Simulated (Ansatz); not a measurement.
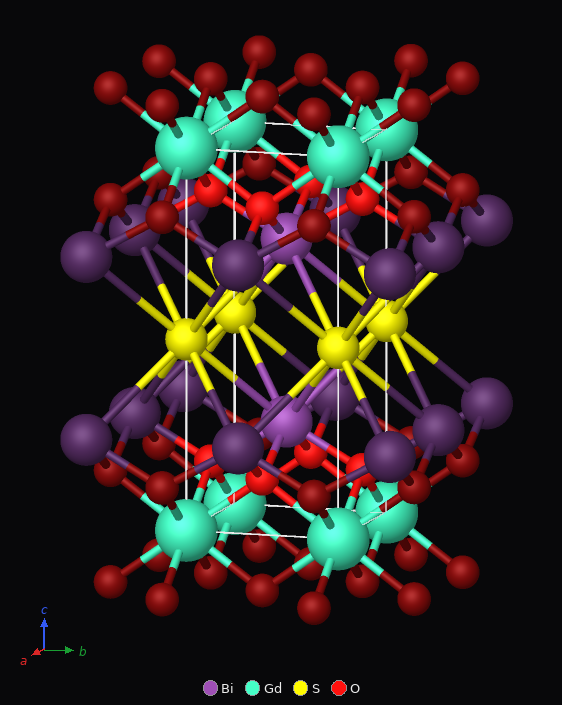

Shown here is a ball-and-stick view of the crystal, taken slightly off an axis. The simulation cell is drawn as a box. Periodic images bonded to atoms of the box are shown as well, in fainter colours.

```
CELL_PARAMETERS angstrom
3.70315 0.00000 0.00000
0.00000 3.70315 0.00000
0.00000 0.00000 9.02408
ATOMIC_POSITIONS crystal
Bi 0.50000 0.50000 0.73920
Bi 0.50000 0.50000 0.26080
Gd 0.00000 0.00000 0.00000
S 0.00000 0.00000 0.50000
O 0.50000 0.00000 0.85400
O 0.00000 0.50000 0.85400
O 0.50000 0.00000 0.14600
O 0.00000 0.50000 0.14600
```

All computed values are from DFT, PAW plane waves, LDA+U (Ansatz 0.2.0). Settings: a kinetic-energy cutoff of 420 eV, k-grid 6×6×3, Fermi-Dirac smearing of 0.055 eV, U_eff = 4.92 eV on Gd f, around-mean-field double counting, collinear spins. The state is ferrimagnetic. The pressure of the cell is 15 GPa.

What net charge does each kind of atom have (Bader)?

Answer. Gd +2.04 e; Bi +1.80 e; S -0.73 e; O -1.23 e.

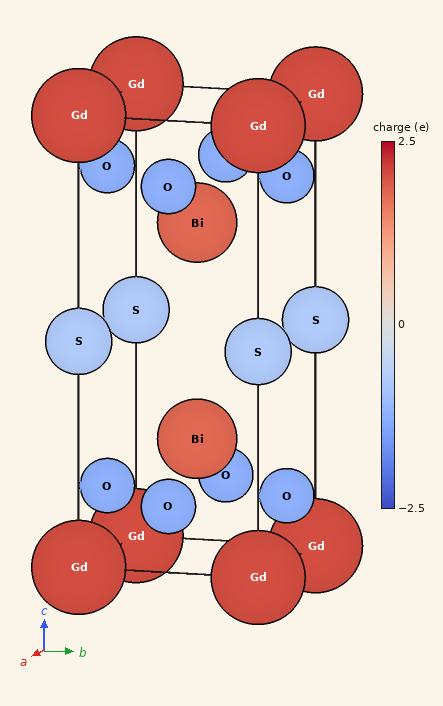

The atoms coloured by those charges.

The model is a generated cell, made by putting these elements into a known structure type (the compound may or may not exist in this form); its atoms and cell weren't optimised. It was the input of a calculation with Ansatz.

At this level of theory the cell isn't at rest (compressed, at 15 GPa and forces up to 3.6 eV/Å), so its distances can differ from those at equilibrium, the more so the softer the solid, and its magnetic state may change on relaxation.
